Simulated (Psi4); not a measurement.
# triplet C2H3BFN: levels of theory compared

Wanted: a comparison of 3 runs (UHF/3-21G, U-wB97X-V/def2-SVP, UTPSSh/def2-SVP) of triplet C2H3BFN. 

The calculation is run with Psi4 1.11.

2 further runs of the same task are left out: 1 that didn't finish, 1 set aside as unsound or not needed. Runs told in other sessions of the task aren't counted.

**1. The structure to begin with**

C2H3BFN has 8 atoms, charge 0, and is taken as a triplet. As SMILES of the parent species, `FB1C=NC1`. The shape is that of a PBE0-D4/def2-TZVP optimisation. That shape belongs to the parent species and isn't relaxed for this state.

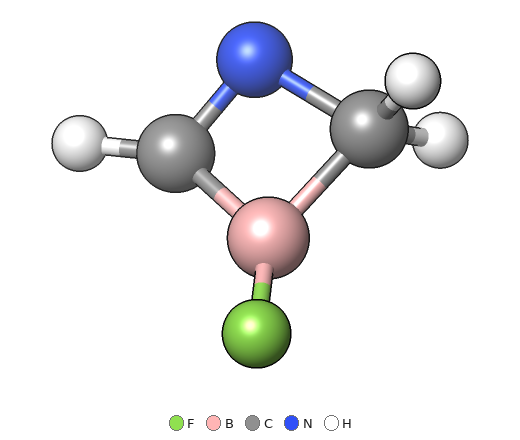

Viewed from a chosen angle; fluorine green, boron pink, carbon grey, nitrogen blue, hydrogen white.

**2. The energy at UHF/3-21G (run 1)**

Input file c2h3bfn.dat:

```
memory 2.2 GB

molecule molecule1 {
  0 3
  F      0.213200    -1.007300     1.918400
  B     -0.024100    -0.304800     0.836200
  C      0.319000     1.128500     0.345800
  N      0.303900     0.728600    -0.881200
  C     -0.301700    -0.640600    -0.682300
  H      0.656500     2.120900     0.633900
  H      0.257100    -1.432700    -1.186200
  H     -1.331600    -0.649700    -1.040300
  units angstrom
  symmetry c1
}

set {
  basis 3-21G
  reference uhf
  puream true
  e_convergence 1e-09
  d_convergence 1e-08
  scf_type pk
  maxiter 100
}

result, w = energy('scf', return_wfn=True)
oeprop(w, 'DIPOLE', 'LOWDIN_CHARGES', 'MAYER_INDICES', title='SCF')
```

Command:

```
$ psi4 -i c2h3bfn.dat -o c2h3bfn.out -n 1
```

c2h3bfn.out:

```text
[...]
  Running in c1 symmetry.
[...]
  Nuclear repulsion =  145.302480494240513
[...]
  Multiplicity = 3
[...]
  Nalpha       = 19
  Nbeta        = 17
[...]
    Number of basis functions: 51
[...]
   @UHF iter   1:  -254.48374451791017   -6.76930e-01   5.84469e-03 DIIS/ADIIS
[...]
   @UHF iter  21:  -254.55323643292596   -5.68434e-12   8.82009e-09 DIIS
[...]
   @S^2 Observed:                2.013907704E+00
[...]
    Orbital Energies [Eh]
    ---------------------
    Alpha Occupied:
       1A    -26.185557     2A    -15.570539     3A    -11.217479
       4A    -11.184380     5A     -7.634639     6A     -1.611086
       7A     -1.332588     8A     -0.960892     9A     -0.864154
      10A     -0.746883    11A     -0.724614    12A     -0.686723
      13A     -0.685081    14A     -0.653607    15A     -0.598500
      16A     -0.522324    17A     -0.503554    18A     -0.464185
      19A     -0.269136
    Alpha Virtual:
      20A      0.168806    21A      0.276829    22A      0.293271
      23A      0.314522    24A      0.333749    25A      0.369573
[...]
  @UHF Final Energy:  -254.55323643292596
   => Energetics <=
    Nuclear Repulsion Energy =            145.3024804942405126
    One-Electron Energy =                -636.3065624039563772
    Two-Electron Energy =                 236.4508454767899082
    Total Energy =                       -254.5532364329259565
  UHF NO Occupations:
  HONO-2 :   17  A 1.9968212
  HONO-1 :   18  A 1.0000000
  HONO-0 :   19  A 1.0000000
  LUNO+0 :   20  A 0.0031788
  LUNO+1 :   21  A 0.0015650
[...]
 Multipole Moments:
 ------------------------------------------------------------------------------------
     Multipole            Electronic (a.u.)      Nuclear  (a.u.)        Total (a.u.)
 ------------------------------------------------------------------------------------
 L = 1.  Multiply by 2.5417464519 to convert [e a0] to [Debye]
 Dipole X            :          0.3420661           -0.6714293           -0.3293632
 Dipole Y            :         -1.3777385            1.3570595           -0.0206790
 Dipole Z            :          3.8740210           -4.4530754           -0.5790544
 Magnitude           :                                                    0.6664921
[...]
```

Run time: 2.8 s. Hardware: 1 thread of Intel Xeon Platinum 8259CL at 2.50GHz (Skylake/Cascade Lake), shared host; peak memory 0.19 GiB.

**3. The energy at U-wB97X-V/def2-SVP (run 2)**

Input file c2h3bfn.xyz:

```xyz
8
C2H3BFN
F      0.213200    -1.007300     1.918400
B     -0.024100    -0.304800     0.836200
C      0.319000     1.128500     0.345800
N      0.303900     0.728600    -0.881200
C     -0.301700    -0.640600    -0.682300
H      0.656500     2.120900     0.633900
H      0.257100    -1.432700    -1.186200
H     -1.331600    -0.649700    -1.040300
```

Input file job.py:

```python
import psi4

psi4.set_memory('2200 MB')
psi4.set_num_threads(1)
psi4.set_output_file('run.log', False)

with open('c2h3bfn.xyz') as f:
    atoms = ''.join(f.readlines()[2:])
molecule = psi4.geometry('0 3\n' + atoms + 'symmetry c1\nno_reorient\nno_com')

psi4.set_options({
    'reference': 'uks',
    'puream': True,
    'e_convergence': 1e-09,
    'd_convergence': 1e-08,
    'scf_type': 'pk',
    'dft_radial_points': 99,
    'dft_spherical_points': 590,
    'maxiter': 100,
})

e, wfn = psi4.energy('wb97x-v/def2-SVP', return_wfn=True)
print('E =', round(e, 9))
```

Command:

```
$ python job.py
```

run.log:

```text
[...]
  Running in c1 symmetry.
[...]
  Nuclear repulsion =  145.302480494240513
[...]
  Multiplicity = 3
[...]
  Nalpha       = 19
  Nbeta        = 17
[...]
    Number of basis functions: 85
[...]
   @UKS iter   1:  -256.96233855069642   -4.31089e-01   5.37099e-03 ADIIS/DIIS
[...]
   @UKS iter  20:  -257.06962935823123   -3.06954e-12   6.01662e-09 DIIS
[...]
   @S^2 Observed:                2.006458607E+00
[...]
    Orbital Energies [Eh]
    ---------------------
    Alpha Occupied:
       1A    -24.770825     2A    -14.481468     3A    -10.322423
       4A    -10.303106     5A     -6.912417     6A     -1.321815
       7A     -1.109364     8A     -0.828116     9A     -0.725606
      10A     -0.653288    11A     -0.643893    12A     -0.598513
      13A     -0.586195    14A     -0.560721    15A     -0.538874
      16A     -0.456411    17A     -0.436210    18A     -0.420603
      19A     -0.245858
    Alpha Virtual:
      20A      0.108621    21A      0.154259    22A      0.194669
      23A      0.200245    24A      0.204514    25A      0.225404
[...]
  @UKS Final Energy:  -257.06962935823123
   => Energetics <=
    Nuclear Repulsion Energy =            145.3024804942405126
    One-Electron Energy =                -638.3082709648506352
    Two-Electron Energy =                 259.1580358754155213
    DFT Exchange-Correlation Energy =     -23.3656927988593210
    Empirical Dispersion Energy =           0.0000000000000000
    VV10 Nonlocal Energy =                  0.1438180358226911
    Total Energy =                       -257.0696293582312251
  UHF NO Occupations:
  HONO-2 :   17  A 1.9983399
  HONO-1 :   18  A 1.0000000
[...]
 Multipole Moments:
 ------------------------------------------------------------------------------------
     Multipole            Electronic (a.u.)      Nuclear  (a.u.)        Total (a.u.)
 ------------------------------------------------------------------------------------
 L = 1.  Multiply by 2.5417464519 to convert [e a0] to [Debye]
 Dipole X            :         -7.0439742            6.8245569           -0.2194173
 Dipole Y            :          4.8163067           -4.7689129            0.0473938
 Dipole Z            :        -22.5143433           22.0466788           -0.4676645
 Magnitude           :                                                    0.5187486
[...]
```

On the terminal:

```text
E = -257.069629358
```

It took 5.7 min on 1 thread of Intel Xeon Platinum 8259CL at 2.50GHz (Skylake/Cascade Lake), shared host; peak memory 1.3 GiB.

**4. The energy at UTPSSh/def2-SVP (run 3)**

Input file job.json:

```json
{
 "schema_name": "qcschema_input",
 "schema_version": 1,
 "molecule": {
  "schema_name": "qcschema_molecule",
  "schema_version": 2,
  "symbols": ["F", "B", "C", "N", "C", "H", "H", "H"],
  "geometry": [0.40288961, -1.90352113, 3.6252506, -0.0455424, -0.57598852, 1.58018899, 0.60282263, 2.13255593, 0.65346729, 0.57428777, 1.37685445, -1.66522666, -0.57013037, -1.21055856, -1.28936013, 1.2406052, 4.00792014, 1.19789739, 0.48584859, -2.70741062, -2.24159313, -2.51635931, -1.22775506, -1.96588209],
  "molecular_charge": 0,
  "molecular_multiplicity": 3,
  "fix_symmetry": "c1"
 },
 "driver": "energy",
 "model": {
  "method": "tpssh",
  "basis": "def2-SVP"
 },
 "keywords": {
  "reference": "uks",
  "puream": true,
  "e_convergence": 1e-09,
  "d_convergence": 1e-08,
  "scf_type": "pk",
  "dft_radial_points": 99,
  "dft_spherical_points": 590,
  "maxiter": 100,
  "scf_properties": ["LOWDIN_CHARGES", "MAYER_INDICES", "WIBERG_LOWDIN_INDICES"]
 }
}
```

Command:

```
$ psi4 --qcschema job.json -n 1 --memory 2200MB
```

stdout:

```text
[...]
  Running in c1 symmetry.
[...]
  Nuclear repulsion =  145.302480544955358
[...]
  Multiplicity = 3
[...]
  Nalpha       = 19
  Nbeta        = 17
[...]
    Number of basis functions: 85
[...]
   @UKS iter   1:  -256.92327667053445   -7.13592e-02   8.02552e-03 ADIIS/DIIS
[...]
   @UKS iter  17:  -257.16940865417700   -2.84217e-13   1.96752e-09 DIIS
[...]
   @S^2 Observed:                2.005855362E+00
[...]
    Orbital Energies [Eh]
    ---------------------
    Alpha Occupied:
       1A    -24.610019     2A    -14.323809     3A    -10.164619
       4A    -10.150125     5A     -6.753231     6A     -1.165366
       7A     -0.951709     8A     -0.679986     9A     -0.582233
      10A     -0.519813    11A     -0.503870    12A     -0.462620
      13A     -0.446199    14A     -0.422327    15A     -0.410189
      16A     -0.335403    17A     -0.315452    18A     -0.301873
      19A     -0.141285
    Alpha Virtual:
      20A      0.006212    21A      0.069404    22A      0.095736
      23A      0.105649    24A      0.114053    25A      0.138155
[...]
  @UKS Final Energy:  -257.16940865417700
   => Energetics <=
    Nuclear Repulsion Energy =            145.3024805449553583
    One-Electron Energy =                -638.4941807700297431
    Two-Electron Energy =                 266.2372579038230924
    DFT Exchange-Correlation Energy =     -30.2149663329256981
    Empirical Dispersion Energy =           0.0000000000000000
    VV10 Nonlocal Energy =                  0.0000000000000000
    Total Energy =                       -257.1694086541770048
  UHF NO Occupations:
  HONO-2 :   17  A 1.9986659
  HONO-1 :   18  A 1.0000000
[...]
 Multipole Moments:
 ------------------------------------------------------------------------------------
     Multipole            Electronic (a.u.)      Nuclear  (a.u.)        Total (a.u.)
 ------------------------------------------------------------------------------------
 L = 1.  Multiply by 2.5417464519 to convert [e a0] to [Debye]
 Dipole X            :          0.4872454           -0.6714293           -0.1841839
 Dipole Y            :         -1.2657685            1.3570595            0.0912910
 Dipole Z            :          3.9704195           -4.4530754           -0.4826560
 Magnitude           :                                                    0.5246089
[...]
```

The result, in JSON:

```text
{
 "driver": "energy",
 "model": {
  "method": "tpssh",
  "basis": "def2-SVP"
 },
 "success": true,
 "return_result": -257.169408654177,
 "properties": {
  "calcinfo_nbasis": 85,
  "calcinfo_nmo": 85,
  "calcinfo_nalpha": 19,
  "calcinfo_nbeta": 17,
  "calcinfo_natom": 8,
  "nuclear_repulsion_energy": 145.30248054495536,
  "return_energy": -257.169408654177,
  "scf_one_electron_energy": -638.4941807700297,
  "scf_two_electron_energy": 266.2372579038231,
  "scf_xc_energy": -30.214966332925698,
  "scf_dipole_moment": [-0.18418393085770662, 0.09129100364055964, -0.48265595838994724],
  "scf_total_energy": -257.169408654177,
  "scf_iterations": 17
 }
}
```

Wall time 2.3 min (1 thread of Intel Xeon Platinum 8259CL at 2.50GHz (Skylake/Cascade Lake), shared host); peak memory 1.5 GiB.

**5. Overview of the runs**

```csv
run,level,properties,integration grid,energy (Eh),dipole moment (D),HOMO energy (eV),LUMO energy (eV),wall time
1,UHF/3-21G,"(dipole, lowdin, mayer)",–,-254.553236,1.69,-7.32,1.35,2.8 s
2,U-wB97X-V/def2-SVP,–,99 radial × 590 angular,-257.069629,1.32,-6.69,-2.25,5.7 min
3,UTPSSh/def2-SVP,"(lowdin, mayer, wiberg)",99 radial × 590 angular,-257.169409,1.33,-3.84,–,2.3 min
```

**6. Outcome**

| quantity | value |
| --- | --- |
| run 3: total energy | -257.16941 Eh |
| run 3: dipole moment | 1.33 D |
| run 3: HOMO energy (highest over α and β) | -3.84 eV |
| run 3: ⟨S²⟩ | 2.006 |

In words: The dipole moment (its size) runs from 1.32 D (U-wB97X-V/def2-SVP) to 1.69 D (UHF/3-21G). The two ends differ in method and basis. Totals of different functionals can't be ranked against each other. All runs together took 8.1 min, the longest 5.7 min.
